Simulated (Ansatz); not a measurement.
**What CsZnH3 in P4bm, a phase reached by a soft mode distorts into**

Which phase does CsZnH3 in P4bm, a phase reached by a soft mode fall into along its unstable mode, and how much energy does it gain?

Program: Ansatz 0.2.0. Level of theory: DFT r2SCAN, scalar-relativistic, plane waves, PAW; PAW set soft_1. Results are calculated unless marked as measured.

The structure was built from a prototype and need not be the compound's stable phase.

## 1. Starting point

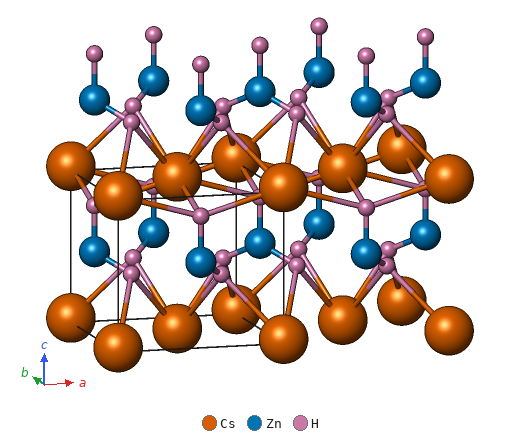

The starting structure, seen slightly off an axis (caesium orange, zinc blue, hydrogen pink). 2×1×2 cells are drawn. Some periodic images of atoms are drawn too.

## 2. Modes at Γ

This phase was reached earlier by freezing in an unstable mode of a structure of higher symmetry and relaxing. Its zone-centre modes can show that it is still unstable.

File input.yaml:

```yaml
crystal:
  lattice:
    - [5.927903034, 0.0, 0.0]
    - [0.0, 5.927903034, 0.0]
    - [0.0, 0.0, 5.3127044245]
  atoms:
    - { symbol: Cs, position: [0.5, 0.5, 0.0294963537] }
    - { symbol: Cs, position: [0.0, 0.0, 0.0294963537] }
    - { symbol: Zn, position: [0.0, 0.5, 0.5638645355] }
    - { symbol: Zn, position: [0.5, 0.0, 0.5638645355] }
    - { symbol: H, position: [0.1737101989, 0.3262898011, 0.4413613099] }
    - { symbol: H, position: [0.8262898011, 0.6737101989, 0.4413613099] }
    - { symbol: H, position: [0.3262898011, 0.8262898011, 0.4413613099] }
    - { symbol: H, position: [0.6737101989, 0.1737101989, 0.4413613099] }
    - { symbol: H, position: [0.0, 0.5, 0.8679630063] }
    - { symbol: H, position: [0.5, 0.0, 0.8679630063] }
kpoints:
  mp_grid: { grid: [4, 4, 4] }
hamiltonian:
  xc: r2scan
  pseudopotentials: { kind: paw, azcp: { folder: soft_1 } }
scf:
  occupations: { method: fixed }
output:
  eigenvalues: true
phonons:
  method: dfpt
  dielectric: true
  rigid_motions: translations
```

Started as:

```
ansatz run input.yaml --threads 4 --pin off --max-ram 16384MiB --backend cpu --events-out ev --progress --plain --runs-dir out
```

Numbers of over 12 decimals in the logs are rounded to 6 here.

What it wrote:

```text
Engine: ansatz 0.2.0, aarch64-unknown-linux-gnu
Pseudopotentials: kind: paw
Pseudopotential: Cs, paw, valence charge 9, recommended cutoff 500 eV (meta_gga), soft_1/Cs.paw.azcp
Pseudopotential: Zn, paw, valence charge 12, recommended cutoff 500 eV (meta_gga), soft_1/Zn.paw.azcp
Pseudopotential: H, paw, valence charge 1, recommended cutoff 500 eV (meta_gga), soft_1/H.paw.azcp
Functional definition: r2SCAN
  parameter k0 = 0.174
  parameter k1 = 0.065
  parameter a1 = 4.9479
  exchange = r2scan_x(k0 = k0, k1 = k1, a1 = a1)
  correlation = r2scan_c
Crystal: 10 atoms, lattice volume = 186.689 Å³
Basis set: ecut = 500 eV, 4711 PW (Γ), exchange–correlation on 288×288×240 points (216 copies of the dense FFT grid, shifted against one another)
Bands: 34, of which v1, the nominal top of the filled ones, is band 24 counted from 1 (23 counted from 0)
Symmetry: 8 space group operations
k-points: 36 of 64 (irreducible under 1 space group operation, time reversal used)
Non-local potential: Cs, projectors of the file, l = 0: 3, l = 1: 2, l = 2: 2, l = 3: 2
Non-local potential: Zn, projectors of the file, l = 0: 2, l = 1: 2, l = 2: 3, l = 3: 1
Non-local potential: H, projectors of the file, l = 0: 2, l = 1: 1
PAW form: soft (Blöchl's): semilocal exchange-correlation on the pseudo side does not see the compensation charge
PAW frozen core: Cs, regenerated for the run's functional (the file was generated under x = pbe(κ = 0.804, μ = 0.219515), c = pbe(β = 0.066725))
PAW frozen core: Zn, regenerated for the run's functional (the file was generated under x = pbe(κ = 0.804, μ = 0.219515), c = pbe(β = 0.066725))
PAW one-centre angular grid: Cs, 302 points (default); XC on 160 Gauss nodes
PAW one-centre angular grid: Zn, 590 points (default); XC on 160 Gauss nodes
PAW one-centre angular grid: H, 302 points (default); XC on 160 Gauss nodes
Initial density: superposition of atomic densities (chi_scale 0.1, normalization cell, long waves kept (reshape's long-wave potential 0.02 eV rms))
Initial wavefunctions: pseudopotential atomic-orbital guess
Functional: x = r2scan, c = r2scan; τ floored in thin density (d = 2e-4 eV/Å³)
SCF iter   1: F=—  HF=-18124.358311 eV  |F-HF|=—  |Δ(HF+E_count)|=         —  Δρ=9.53e-2  dr2=1.37e1  dr2_τ=5.38e-2  ethr=3.10e-3  ⟨swp⟩=5.0  Hψ=4979  notcnv=0  defer=269
preconditioner: auto → Resta (q_TF=auto, 2.176 Å⁻¹)  ε∞=4.4  [insulator: Δε(μ)=3.625 eV  Ē_g=9.793 eV  n_scr=30 (ndim 8)  ℏωp=18.0 eV  f_vac=0.001  ε∞_Penn≈4.4]
SCF iter   2: F=—  HF=-18121.685616 eV  |F-HF|=—  |Δ(HF+E_count)|=    2.67e0  Δρ=4.46e-2  dr2=2.16e0  dr2_τ=2.44e-2  ethr=3.10e-3  ⟨swp⟩=3.0  Hψ=2999  notcnv=0  defer=276
SCF iter   3: F=—  HF=-18120.904005 eV  |F-HF|=—  |Δ(HF+E_count)|=   7.82e-1  Δρ=1.65e-2  dr2=6.36e-1  dr2_τ=5.47e-3  ethr=3.10e-3  ⟨swp⟩=2.0  Hψ=2276  notcnv=0  defer=173
SCF iter   4: F=—  HF=-18120.895714 eV  |F-HF|=—  |Δ(HF+E_count)|=   8.29e-3  Δρ=6.87e-3  dr2=7.42e-2  dr2_τ=5.47e-4  ethr=1.33e-3  ⟨swp⟩=2.0  Hψ=2124  notcnv=0  defer=267
SCF iter   5: F=—  HF=-18120.916274 eV  |F-HF|=—  |Δ(HF+E_count)|=   2.06e-2  Δρ=1.85e-3  dr2=5.40e-3  dr2_τ=4.37e-5  ethr=1.54e-4  ⟨swp⟩=2.1  Hψ=1719  notcnv=0  defer=283
SCF iter   6: F=—  HF=-18120.916859 eV  |F-HF|=—  |Δ(HF+E_count)|=   5.85e-4  Δρ=4.57e-4  dr2=2.90e-4  dr2_τ=1.67e-6  ethr=1.12e-5  ⟨swp⟩=2.2  Hψ=1755  notcnv=0  defer=285
SCF iter   7: F=—  HF=-18120.916900 eV  |F-HF|=—  |Δ(HF+E_count)|=   4.11e-5  Δρ=2.00e-4  dr2=5.20e-5  dr2_τ=1.07e-7  ethr=6.03e-7  ⟨swp⟩=2.6  Hψ=1805  notcnv=0  defer=278
SCF iter   8: F=—  HF=-18120.916888 eV  |F-HF|=—  |Δ(HF+E_count)|=   1.22e-5  Δρ=1.32e-5  dr2=3.24e-7  dr2_τ=9.13e-9  ethr=1.08e-7  ⟨swp⟩=2.0  Hψ=1673  notcnv=0  defer=186
SCF iter   9: F=—  HF=-18120.916857 eV  |F-HF|=—  |Δ(HF+E_count)|=   3.04e-5  Δρ=8.47e-6  dr2=9.85e-8  dr2_τ=1.16e-9  ethr=6.74e-10  ⟨swp⟩=2.0  Hψ=2010  notcnv=0  defer=148
SCF iter  10: F=—  HF=-18120.916857 eV  |F-HF|=—  |Δ(HF+E_count)|=   1.41e-8  Δρ=7.00e-7  dr2=1.43e-9  dr2_τ=2.43e-11  ethr=2.05e-10  ⟨swp⟩=2.0  Hψ=1560  notcnv=0  defer=148
SCF iter  11: F=—  HF=-18120.916857 eV  |F-HF|=—  |Δ(HF+E_count)|=  4.33e-10  Δρ=2.44e-7  dr2=1.04e-10  dr2_τ=2.37e-12  ethr=2.97e-12  ⟨swp⟩=2.0  Hψ=1871  notcnv=0  defer=148
SCF iter  12: F=-18120.916857 eV  HF=-18120.916857 eV  |F-HF|=2.91e-11  |Δ(HF+E_count)|=  3.64e-11  Δρ=8.17e-8  dr2=9.62e-12  dr2_τ=1.33e-13  ethr=1.00e-12  ⟨swp⟩=17.2  Hψ=9282  notcnv=0
SCF 1 converged in 12 iterations: F = -18120.916857 eV  dr2 = 9.62e-12
  greatest PAW one-centre occupation: 0.983 electrons in one spin orbital (limit 2), on the Zn atom at site 2 (counted from 0), in its partial waves of l = 2
DFPT response loops at Γ: preconditioner auto → none (the input reference at scf.mixing.eps_inf says where Resta's filter doesn't serve); β = 0.50; Broyden in place of MSR1
── the response to a field inside a basis, on 4×4×4 k-points: an SCF that follows is theirs, and a resumed run solves both again ──
Bands: 25, of which v1, the nominal top of the filled ones, is band 24 counted from 1 (23 counted from 0)
k-points: 6 of 64 (time reversal used)
Initial density: handed on by an earlier stage of this run
Initial wavefunctions: pseudopotential atomic-orbital guess (no wavefunctions were taken with the density)
Eigensolver: Dense (6 Hₖ)
SCF iter   1: F=—  HF=-18120.837952 eV  |F-HF|=—  |Δ(HF+E_count)|=         —  Δρ=3.42e-4  dr2=5.48e-5  dr2_τ=1.98e-5  ethr=1.00e-1
preconditioner: auto → Resta (q_TF=auto, 2.176 Å⁻¹)  ε∞=4.9  [insulator: Δε(μ)=4.020 eV  Ē_g=9.134 eV  n_scr=30 (ndim 8)  ℏωp=18.0 eV  f_vac=0.012  ε∞_Penn≈4.9]
SCF iter   2: F=—  HF=-18120.838035 eV  |F-HF|=—  |Δ(HF+E_count)|=   8.25e-5  Δρ=3.07e-4  dr2=7.15e-5  dr2_τ=3.72e-6  ethr=1.14e-7
SCF iter   3: F=—  HF=-18120.838056 eV  |F-HF|=—  |Δ(HF+E_count)|=   2.09e-5  Δρ=7.13e-5  dr2=3.34e-6  dr2_τ=4.91e-7  ethr=1.14e-7
SCF iter   4: F=—  HF=-18120.838054 eV  |F-HF|=—  |Δ(HF+E_count)|=   1.44e-6  Δρ=1.36e-5  dr2=2.86e-7  dr2_τ=3.37e-9  ethr=6.95e-9
SCF iter   5: F=-18120.838055 eV  HF=-18120.838055 eV  |F-HF|=9.39e-9  |Δ(HF+E_count)|=   2.64e-7  Δρ=2.93e-6  dr2=8.15e-9  dr2_τ=8.22e-10  ethr=5.95e-10
SCF 1 converged in 5 iterations: F = -18120.838055 eV  dr2 = 8.15e-9
  greatest PAW one-centre occupation: 0.983 electrons in one spin orbital (limit 2), on the Zn atom at site 3 (counted from 0), in its partial waves of l = 2
DFPT response loops at Γ: mixed as the last ones told, above
SCF converged after 12 iterations
Free energy (F): -18120.916857 eV
Harris-Foulkes:  -18120.916857 eV  (|F-HF|=2.91e-11)
Internal energy: -18120.916857 eV  (E = F + TS)
E sigma→0 (E₀):  -18120.916857 eV
Fermi energy:    2.420685 eV
--- Per-component energies (eV) ---
  E_band       = -191.476059
  E_kinetic    = 660.368852
  E_local      = -5382.367744  (includes V_loc(G=0)·N_el)
  E_nonlocal   = 1692.430561
  E_hartree    = 2087.010333
  E_xc         = -530.735994
  E_vxc        = -479.360228  (∫ρ·V_xc dr)
  E_paw        = -14003.816604  (= ΣΔE_a)
  E_vpaw       = -879.529378  (= ΣTr[D̂ρ^β])
  E_aug_tail   = -0.000298  (compensation charges beyond the density's cutoff)
  E_vtau       = 22.961313  (kinetic-family band-sum trace: ∫τ·v_τ [+ j·A + Jᵃ·Aᵃ] dr)
  E_ewald      = -2643.540490
  E_core_change = -0.265473  (= ΣΔE_core)
  E_smearing   = -0.000000  (= −TS)
  E_closure    = 0.000000  (closes the sum)
  Σ components = -18120.916857   (vs F -18120.916857, Δ=0.00e0)
--- Band table (eV; the first three rows and the last of 36) ---
  k-point 0: bands = [... 20 lower, 1.3748, 1.3748, 1.8287, 2.4207, 6.8005, 6.8118, 7.5399, 7.6791, ... 6 higher]
  k-point 1: bands = [... 20 lower, 1.1893, 1.1893, 1.3104, 1.9361, 6.7229, 7.4461, 7.4461, 7.4472, ... 6 higher]
  k-point 2: bands = [... 20 lower, 0.7440, 1.0159, 1.0159, 1.4538, 6.9469, 7.2061, 7.2061, 8.0233, ... 6 higher]
  k-point 35: bands = [... 20 lower, 1.2966, 1.2966, 1.8657, 1.8657, 6.8768, 6.8768, 8.4046, 8.4046, ... 6 higher]
--- Phonons (Γ-DFPT): 8 representative perturbations + reference, on 36 of 64 k-points (Σ response iterations 62) ---
  k mesh reduced under 1 symmetry operation, with k and −k counted as one. Each operation leaves every solved perturbation unchanged. A smaller set is not considered because the functional reads the kinetic-energy density
  ASR residual: 1.133e-4 → 0.000e0 eV/Å²; symmetrization residual: 1.495e-6 eV/Å²
  ASR residual per site (eV/Å²): 4.06e-5 4.06e-5 1.13e-4 1.13e-4 9.89e-6 9.89e-6 9.89e-6 9.89e-6 1.00e-5 1.00e-5
  Γ frequencies (cm⁻¹): -91.25 -91.25 0.00 0.00 0.00 42.80 45.27 45.27 81.72 81.72 86.40 89.92 253.51 253.51 391.11 473.34 473.34 555.34 567.18 600.85 656.68 656.68 737.27 737.27 1546.44 1558.21 1617.94 1617.94 1645.66 1684.73
  ε∞ (high-frequency dielectric tensor):
        3.254942     0.000000    -0.000000
        0.000000     3.254942     0.000000
       -0.000000     0.000000     3.171861
  softest optical mode at Γ: -91.25 cm⁻¹; the repairs (sum rule, projections) moved no ω² at Γ by more than (3.96 cm⁻¹)²
  Born effective charges Z* (e; rows j = field, columns β = displacement):
    site 0:
         1.17475    0.03169    0.00000
        -0.03169    1.17475   -0.00000
         0.00000   -0.00000    1.26077
    site 1:
         1.17475   -0.03169   -0.00000
         0.03169    1.17475   -0.00000
         0.00000    0.00000    1.26077
    site 2:
         1.16587   -0.04044    0.00000
        -0.04044    1.16587   -0.00000
         0.00000   -0.00000    1.00812
    site 3:
         1.16587    0.04044    0.00000
         0.04044    1.16587    0.00000
         0.00000    0.00000    1.00812
    site 4:
        -0.84343    0.21674    0.05559
         0.21674   -0.84343   -0.05559
         0.08824   -0.08824   -0.64860
    site 5:
        -0.84343    0.21674   -0.05559
         0.21674   -0.84343    0.05559
        -0.08824    0.08824   -0.64860
    site 6:
        -0.84343   -0.21674   -0.05559
        -0.21674   -0.84343   -0.05559
        -0.08824   -0.08824   -0.64860
    site 7:
        -0.84343   -0.21674    0.05559
        -0.21674   -0.84343    0.05559
         0.08824    0.08824   -0.64860
    site 8:
        -0.65376    0.03225   -0.00000
         0.03225   -0.65376   -0.00000
        -0.00000   -0.00000   -0.97169
    site 9:
        -0.65376   -0.03225   -0.00000
        -0.03225   -0.65376   -0.00000
        -0.00000   -0.00000   -0.97169
  Z* charge neutrality: 9.023e-3 e pre-enforcement
  solved inside a basis spanned on kpoints, on 4×4×4 k-points, its susceptibility summed on 6×6×6: ε∞ is read to err by 1.0e-2, Z* by 1.6e-2 e (field_mesh: kpoints solves on kpoints); Z* is corrected for what the basis lacks
  optical modes at Γ without the LO–TO term, one row a degenerate level:
      ω (cm⁻¹)  modes    IR ((D/Å)²/amu)
        -91.25      2             6.9506
         42.80      1             0.0000
         45.27      2             0.3686
         81.72      2             0.9381
         86.40      1             0.0000
         89.92      1             1.4848
        253.51      2             6.4724
[...]
optical modes at Γ + LO–TO along q̂ = [1.0000, 0.0000, 0.0000]:
      ω (cm⁻¹)  modes    IR ((D/Å)²/amu)
[...]
optical modes at Γ + LO–TO along q̂ = [0.0000, 1.0000, 0.0000]:
      ω (cm⁻¹)  modes    IR ((D/Å)²/amu)
[...]
optical modes at Γ + LO–TO along q̂ = [0.0000, 0.0000, 1.0000]:
      ω (cm⁻¹)  modes    IR ((D/Å)²/amu)
[...]
391.11      1             0.0000
        473.34      2             1.2877
        555.34      1             0.0000
        600.85      1             0.0000
        656.68      2            98.5485
        662.46      1            29.9870
        737.27      2             0.1212
       1558.21      1             0.0000
       1603.95      1            52.3088
       1617.94      2            66.8385
       1646.32      1             1.4563
       1684.73      1             0.0000
```

It took 6.3 min on 4 threads of Arm Neoverse V1, shared host; peak memory 5.5 GiB.

The column dr2 measures how far the density is from self-consistency, as an energy; F and HF (Harris–Foulkes) agree once it is small.

A gap read on the k-mesh alone can miss the band edges.

Numbers from this step:

```
gap on the k-mesh                                       : 3.870 eV
volume per atom                                         : 18.67 Å³
sum-rule residual before enforcement                    : 1.13e-4 eV/Å²
miss of the charge sum rule                             : 0.009023 e
estimated error of the dielectric tensor                : 0.01017
estimated error of the Born charges                     : 0.01609 e
point group                                             : 4mm
highest optical mode at the zone centre (no LO-TO term) : 1685 cm⁻¹
lowest optical zone-centre mode                         : -91.25 cm⁻¹
mean high-frequency dielectric constant                 : 3.227
largest Born charge (third of the trace)                : 1.203 e
top of the zone-centre spectrum with the field          : 1685 cm⁻¹
```

Patterns of degenerate modes are one choice out of their space. The modes at Γ (shares of kinetic energy by element, %) (negative means imaginary):

```tsv
mode	frequency (cm⁻¹)	symmetry	Cs %	Zn %	H %
1	-91.2	E	1	79	20
2	-91.2	E	1	79	20
3	0.0	acoustic	66	32	2
4	0.0	acoustic	66	32	2
5	0.0	acoustic	66	32	2
6	42.8	A2	100	0	0
7	45.3	E	92	5	3
8	45.3	E	92	5	3
9	81.7	E	37	61	2
10	81.7	E	37	61	2
11	86.4	B2	0	96	4
12	89.9	A1	34	63	3
13	253.5	E	4	16	80
14	253.5	E	4	16	80
15	391.1	B1	0	0	100
16	473.3	E	0	0	99
17	473.3	E	0	0	99
18	555.3	B2	0	3	97
19	567.2	A1	0	3	97
20	600.9	A2	0	0	100
21	656.7	E	0	2	98
22	656.7	E	0	2	98
23	737.3	E	0	2	98
24	737.3	E	0	2	98
25	1546.4	A1	0	1	99
26	1558.2	B2	0	1	99
27	1617.9	E	0	2	98
28	1617.9	E	0	2	98
29	1645.7	A1	0	0	100
30	1684.7	B2	0	0	100
```

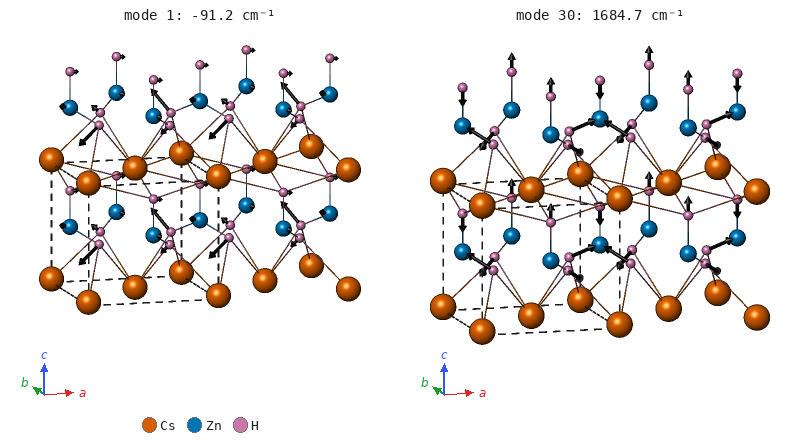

Displacement patterns of modes 1 and 30 at Γ; arrows are exaggerated. 2×1×2 cells are drawn. Some periodic images of atoms are drawn too.

Before it was imposed, the acoustic sum rule was missed by 1.1e-4 eV/Å² and the charge sum rule by 0.0090 e. Small misses are needed for a sound result but don't prove that mesh and cutoff are converged. The lowest optical mode is imaginary, 91.2i cm⁻¹, so the energy falls along it.

## 3. The mode frozen in, largest atomic shift 0 Å

The mode followed lies at Γ with frequency 91.2i cm⁻¹ and is 2-fold degenerate, the softest among the wavevectors solved. At small amplitude the distorted cell has space group no. 8 by a symmetry search on the positions. The undistorted cell that holds it gives the zero of energy on the same k mesh.

input.yaml, as its differences from that of step 2:

```diff
@@ -22,8 +22,6 @@
 scf:
-  occupations: { method: fixed }
+  occupations: { method: gaussian, width: 0.02 }
 output:
+  forces: true
+  stress: true
   eigenvalues: true
-phonons:
-  method: dfpt
-  dielectric: true
-  rigid_motions: translations
```

What it wrote:

```text
[...]
Crystal: 10 atoms, lattice volume = 186.689 Å³
Basis set: ecut = 500 eV, 4711 PW (Γ), exchange–correlation on 180×180×160 points (64 copies of the dense FFT grid, shifted against one another)
Bands: 34, of which v1, the nominal top of the filled ones, is band 24 counted from 1 (23 counted from 0)
Symmetry: 8 space group operations
[...]
k-point 0: bands = [... 20 lower, 1.3748, 1.3748, 1.8287, 2.4207, 6.8005, 6.8118, 7.5399, 7.6791, ... 3 higher]
  k-point 1: bands = [... 20 lower, 1.1893, 1.1893, 1.3104, 1.9361, 6.7229, 7.4461, 7.4461, 7.4472, ... 3 higher]
  k-point 2: bands = [... 20 lower, 0.7440, 1.0159, 1.0159, 1.4537, 6.9470, 7.2061, 7.2061, 8.0233, ... 3 higher]
  k-point 17: bands = [... 20 lower, 1.2966, 1.2966, 1.8657, 1.8657, 6.8768, 6.8768, 8.4046, 8.4046, ... 3 higher]
[key lines of the parts left out:]
SCF converged after 10 iterations
Free energy (F): -18120.916857 eV
Fermi energy:    4.355688 eV
P = ⅓ Tr σ = 0.0003 GPa (0.003 kbar)
```

Wall time 7.4 s (4 threads); peak memory 0.76 GiB.

Numbers from this step:

* pressure: 3.27e-4 GPa
* energy from the undistorted cell: 0 meV/atom

At this level the gap is 3.87 eV on the k-mesh of the self-consistent run, which can miss the band edges.

## 4. The mode frozen in, largest atomic shift 0.45 Å

The atoms are moved along the unstable eigenvector, the largest shift by 0.45 Å, with the cell fixed.

input.yaml, the sections that differ from step 3:

```yaml
crystal:
  lattice:
    - [5.927903034, 0.0, 0.0]
    - [0.0, 5.927903034, 0.0]
    - [0.0, 0.0, 5.3127044245]
  atoms:
    - { symbol: Cs, position: [0.5006141558, 0.5015475862, 0.0294963537] }
    - { symbol: Cs, position: [0.0015475862, 0.0006141558, 0.0294963537] }
    - { symbol: Zn, position: [0.0119480082, 0.5119480082, 0.5638645355] }
    - { symbol: Zn, position: [0.4847583826, -0.0152416174, 0.5638645355] }
    - { symbol: H, position: [0.1655574577, 0.3181370599, 0.4413613099] }
    - { symbol: H, position: [0.8181370599, 0.6655574577, 0.4413613099] }
    - { symbol: H, position: [0.2887657503, 0.7887657503, 0.5019291778] }
    - { symbol: H, position: [0.6361861481, 0.1361861481, 0.380793442] }
    - { symbol: H, position: [0.0106066964, 0.5106066964, 0.8679630063] }
    - { symbol: H, position: [0.5093469568, 0.0093469568, 0.8679630063] }
# kpoints, hamiltonian, scf, output: as in step 3
```

What it wrote:

```text
[...]
Crystal: 10 atoms, lattice volume = 186.689 Å³
Basis set: ecut = 500 eV, 4711 PW (Γ), exchange–correlation on 180×180×160 points (64 copies of the dense FFT grid, shifted against one another)
Bands: 34, of which v1, the nominal top of the filled ones, is band 24 counted from 1 (23 counted from 0)
Symmetry: 2 space group operations
[...]
k-point 0: bands = [... 20 lower, 1.3336, 1.4443, 1.8460, 2.3952, 6.6977, 6.8667, 7.4285, 7.6914, ... 2 higher]
  k-point 1: bands = [... 20 lower, 1.0693, 1.2567, 1.3895, 1.9085, 6.6672, 7.3206, 7.4075, 7.6915, ... 2 higher]
  k-point 2: bands = [... 20 lower, 0.6174, 1.0559, 1.0816, 1.4435, 6.7793, 7.1836, 7.4469, 7.9826, ... 2 higher]
  k-point 23: bands = [... 20 lower, 1.2887, 1.3613, 1.7661, 1.9338, 6.8376, 6.8849, 8.3924, 8.4046, ... 2 higher]
[key lines of the parts left out:]
SCF converged after 10 iterations
Free energy (F): -18120.935069 eV
Fermi energy:    4.274557 eV
P = ⅓ Tr σ = -0.4413 GPa (-4.413 kbar)
```

Elapsed: 11 s, on 4 threads; peak memory 0.79 GiB.

Numbers from this step:

- pressure: -0.4413 GPa
- gap on the k-mesh: 3.759 eV
- energy from the undistorted cell: -1.821 meV/atom

The energy, extrapolated to zero smearing, is -1.82 meV/atom against the undistorted cell.

The run ends at a pressure of -0.44 GPa, with forces up to 0.37 eV/Å.

[end of part 1 of 3]

[Logs are printed without paths, hosts, clocks, repeated set-up lines and the standing remarks that a program may print on its own settings, such as how far it seeks lower states.]

[Hosts, paths, dates, database ids (printed as entryN), source tags and the programs' standing remarks are cut or masked in the printed files.]
